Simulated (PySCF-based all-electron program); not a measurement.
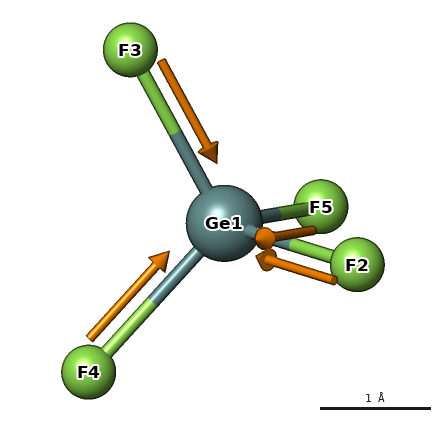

Arrows show the forces on the atoms, 0.3 Å of arrow for 1 eV/Å; forces under a tenth of the largest aren't drawn. Level of theory: HSE06, all-electron, scalar-relativistic (Koelling-Harmon), large uncontracted Gaussian sets (PySCF-based all-electron program).

List the force components in the frame of the picture (x right, y up, z towards the viewer), in eV/Å.

```csv
atom,Fx,Fy,Fz
Ge1,0.00,0.00,0.00
F2,−2.42,0.75,−2.65
F3,1.71,−3.15,−0.76
F4,2.46,2.70,0.21
F5,−1.75,−0.30,3.20
```
